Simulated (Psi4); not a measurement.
# HF/cc-pVTZ (Cholesky decomposition, cholesky tolerance 1e-05, sweep point 7) run of [AlH4]− (SMILES [AlH4-])

Aim: the vertical ionisation energy of [AlH4]− at HF/cc-pVTZ (Cholesky decomposition, cholesky tolerance 1e-05, sweep point 7), from 2 runs. 

The results are computed with Psi4 1.11.

2 further runs of the same task are left out: 2 set aside as unsound or not needed.

### 1 The system as given

[AlH4]−: 5 atoms, total charge -1, spin state singlet. As SMILES, `[AlH4-]`. Geometry: a GFN2-xTB relaxation, a rough one for these elements and not checked as a minimum.

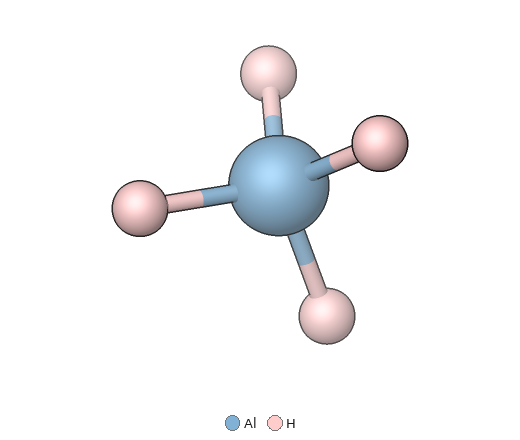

Viewed from a chosen angle; aluminium light blue, hydrogen pink.

### 2 A single-point energy at HF/cc-pVTZ (Cholesky decomposition, cholesky tolerance 1e-05, sweep point 7)

The input, calc.in:

```
memory 1600 mb

molecule m {
  -1 1
  Al    -0.00003779     0.00011338    -0.00204090
  H      2.72783856    -0.95293219     1.05146251
  H     -2.23548931    -1.14233944     1.77469850
  H     -0.38520177    -0.97723407    -2.89262268
  H     -0.10709078     3.07241122     0.06850257
  units bohr
  symmetry c1
}

set basis cc-pVTZ
set puream true
set scf_type cd
set cholesky_tolerance 1e-05

energy('scf')
```

Run with:

```
psi4 -n 1 calc.in calc.out
```

calc.out, shortened:

```text
[...]
  Running in c1 symmetry.
[...]
  Nuclear repulsion =   18.102884363481468
[...]
  Multiplicity = 1
[...]
  Nalpha       = 9
  Nbeta        = 9
[...]
    Number of basis functions: 90
[...]
   @RHF iter   1:  -244.22118065179473   -6.73334e-01   1.78051e-03 ADIIS/DIIS
[...]
   @RHF iter   6:  -244.24694277606278   -1.32057e-07   3.26943e-07 DIIS
[...]
    Orbital Energies [Eh]
    ---------------------
    Doubly Occupied:
       1A    -58.211564     2A     -4.627868     3A     -2.942348
       4A     -2.942347     5A     -2.942343     6A     -0.356899
       7A     -0.195652     8A     -0.195458     9A     -0.195341
[...]
  @RHF Final Energy:  -244.24694277606278
   => Energetics <=
    Nuclear Repulsion Energy =             18.1028843634814685
    One-Electron Energy =                -379.4799827047229996
    Two-Electron Energy =                 117.1301555651787680
    Total Energy =                       -244.2469427760627809
[...]
 Multipole Moments:
 ------------------------------------------------------------------------------------
     Multipole            Electronic (a.u.)      Nuclear  (a.u.)        Total (a.u.)
 ------------------------------------------------------------------------------------
 L = 1.  Multiply by 2.5417464519 to convert [e a0] to [Debye]
 Dipole X            :         -0.0001931            0.0000930           -0.0001001
 Dipole Y            :          0.0006464           -0.0002453            0.0004012
 Dipole Z            :         -0.0086275            0.0045670           -0.0040605
 Magnitude           :                                                    0.0040815
[...]
```

Run time: 4.2 s. Hardware: 1 thread of Intel Xeon Platinum 8488C (Sapphire Rapids), shared host; peak memory 0.47 GiB.

### 3 Doublet neutral AlH4 at the same level

The input, alh4.inp:

```
memory 1600 MB

molecule {
  0 2
  Al    -0.00003779     0.00011338    -0.00204090
  H      2.72783856    -0.95293219     1.05146251
  H     -2.23548931    -1.14233944     1.77469850
  H     -0.38520177    -0.97723407    -2.89262268
  H     -0.10709078     3.07241122     0.06850257
  units au
  symmetry c1
}

set globals {
  basis cc-pVTZ
  reference uhf
  puream true
  scf_type cd
  cholesky_tolerance 1e-05
  maxiter 150
}

energy('scf')
print_variables()
```

Run with:

```
psi4 alh4.inp alh4.out -n 1
```

alh4.out, shortened:

```text
[...]
  Running in c1 symmetry.
[...]
  Nuclear repulsion =   18.102884363481468
[...]
  Multiplicity = 2
[...]
  Nalpha       = 9
  Nbeta        = 8
[...]
    Number of basis functions: 90
[...]
   @UHF iter   1:  -244.05712105587929   -5.09275e-01   1.73296e-03 DIIS/ADIIS
[...]
   @UHF iter  14:  -244.09475619340529   -3.65845e-08   4.56352e-07 DIIS
[...]
   @S^2 Observed:                8.297810563E-01
[...]
    Orbital Energies [Eh]
    ---------------------
    Alpha Occupied:
       1A    -58.471378     2A     -4.887857     3A     -3.206904
       4A     -3.200266     5A     -3.199828     6A     -0.669232
       7A     -0.576748     8A     -0.454647     9A     -0.401314
    Alpha Virtual:
      10A      0.112572    11A      0.112663    12A      0.117722
      13A      0.196867    14A      0.236785    15A      0.239950
      16A      0.251906    17A      0.256067    18A      0.273211
      19A      0.278029    20A      0.360272    21A      0.374409
      22A      0.402078    23A      0.533356    24A      0.564318
      25A      0.602533    26A      0.608655    27A      0.721928
[...]
  @UHF Final Energy:  -244.09475619340529
   => Energetics <=
    Nuclear Repulsion Energy =             18.1028843634814685
    One-Electron Energy =                -375.0290921011496152
    Two-Electron Energy =                 112.8314515442628760
    Total Energy =                       -244.0947561934052885
  UHF NO Occupations:
  HONO-2 :    7  A 1.9998098
  HONO-1 :    8  A 1.9595873
[...]
 Multipole Moments:
 ------------------------------------------------------------------------------------
     Multipole            Electronic (a.u.)      Nuclear  (a.u.)        Total (a.u.)
 ------------------------------------------------------------------------------------
 L = 1.  Multiply by 2.5417464519 to convert [e a0] to [Debye]
 Dipole X            :          0.1280351            0.0000930            0.1281281
 Dipole Y            :         -0.5341240           -0.0002453           -0.5343693
 Dipole Z            :          0.7135541            0.0045670            0.7181211
 Magnitude           :                                                    0.9042485
[...]
```

Wall time 4.5 s (1 thread of Intel Xeon Platinum 8488C (Sapphire Rapids), shared host); peak memory 0.47 GiB.

### 4 Summary of results

Level: HF/cc-pVTZ (Cholesky decomposition, cholesky tolerance 1e-05, sweep point 7).

```
                                                              quantity          value
                                         singlet [AlH4]−: total energy  -244.24694 Eh
                                          singlet [AlH4]−: HOMO energy       -5.32 eV
                                          singlet [AlH4]−: LUMO energy        8.22 eV
singlet [AlH4]−: HOMO–LUMO gap (to an unbound level, set by the basis)       13.53 eV
                                    doublet neutral AlH4: total energy  -244.09476 Eh
                                   doublet neutral AlH4: dipole moment         2.30 D
              doublet neutral AlH4: HOMO energy (highest over α and β)      -10.29 eV
               doublet neutral AlH4: LUMO energy (lowest over α and β)       -3.09 eV
                                            doublet neutral AlH4: ⟨S²⟩          0.830
                   vertical detachment energy (to the doublet neutral)       4.141 eV
```

In words: The vertical ionisation energy comes to 4.14 eV (95 kcal/mol). The negative HOMO energy of the first species, 5.32 eV, lies 1.17 eV above that difference.
